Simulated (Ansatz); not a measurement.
```
Tl H
1.0
     6.29282    0.00000    0.00000
     0.00000    6.29282    0.00000
     0.00000    0.00000    4.04256
Tl H
1 5
Cartesian
  3.1464 3.1464 0.0000
  0.3847 3.1464 0.0000
  5.9081 3.1464 0.0000
  3.1464 0.3847 0.0000
  3.1464 5.9081 0.0000
  3.1464 3.1464 2.0213
```

Space group P4/mmm; a structure generated by program, which may or may not match a known phase.

These are results of DFT PBE, scalar-relativistic, plane waves, PAW in Ansatz, not measurements.

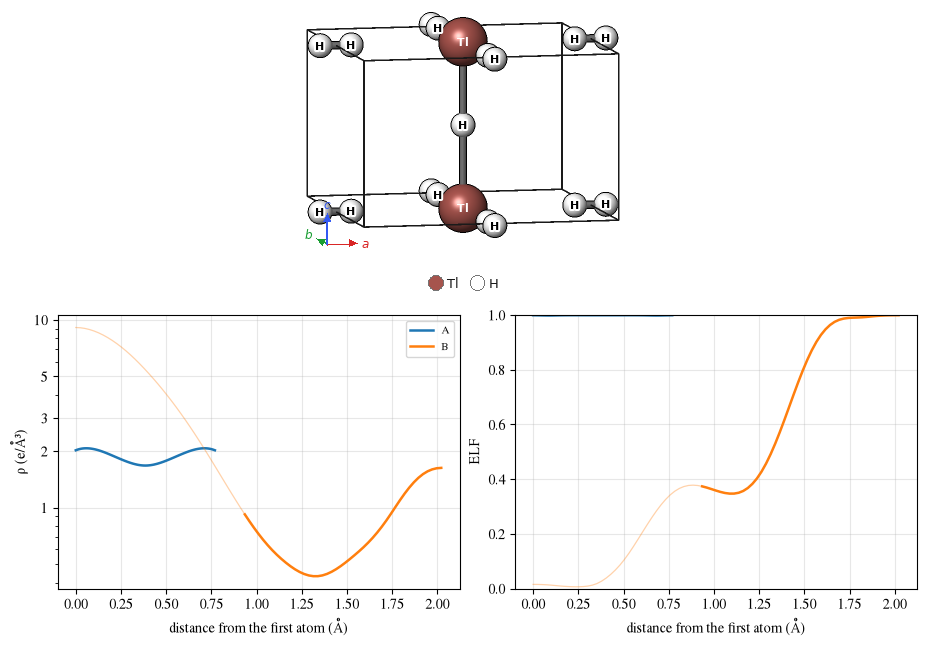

TlH₅. Valence pseudo-density and electron localisation function along straight lines between neighbouring atoms. Thin, pale parts lie inside the atomic spheres. The structure is drawn too.

Core electrons are frozen (PAW), and the valence fields are smoothed inside the atomic spheres.

Q: Which curve belongs to which contact (H–H and Tl–H)? The first atom named is at distance zero.

A: Curve A: H–H (0.77 Å): ρ at the midpoint is about 1.7 e/Å³; the ELF peaks at about 1 between the atoms. Curve B: Tl–H (2.02 Å): ρ at the midpoint is about 0.73 e/Å³; the ELF climbs to about 1 towards the hydrogen.
